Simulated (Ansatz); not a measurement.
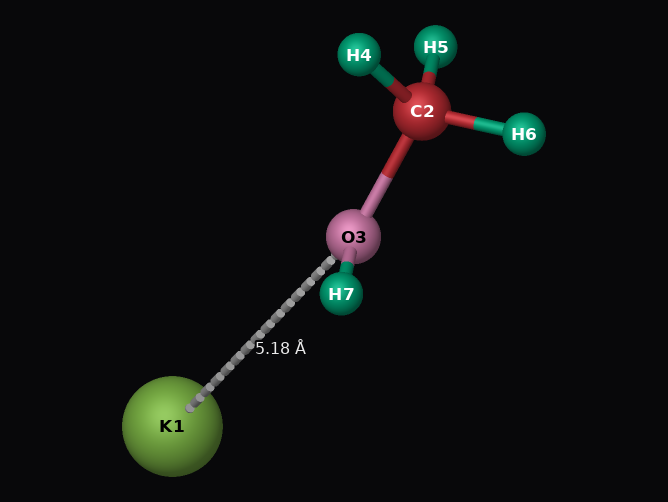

Two molecules or ions; the broken line marks their closest contact (measured against van der Waals radii). The species has charge +1 and is a spin singlet. Geometry: a pair of rigid molecules at a changed separation. Program: Ansatz 0.2.0.

Which two species are they?

Answer. K and CH4O (`CO.[K+]`).

Give the counterpoise-corrected interaction energy (kcal/mol, monomers kept as in the pair) with RHF-CCSD(T) (frozen core)/def2-TZVPPD; ωB97M-V/def2-TZVPPD.

| level | interaction energy (kcal/mol) |
| --- | --- |
| RHF-CCSD(T) (frozen core)/def2-TZVPPD | −5.0 |
| ωB97M-V/def2-TZVPPD | −5.0 |
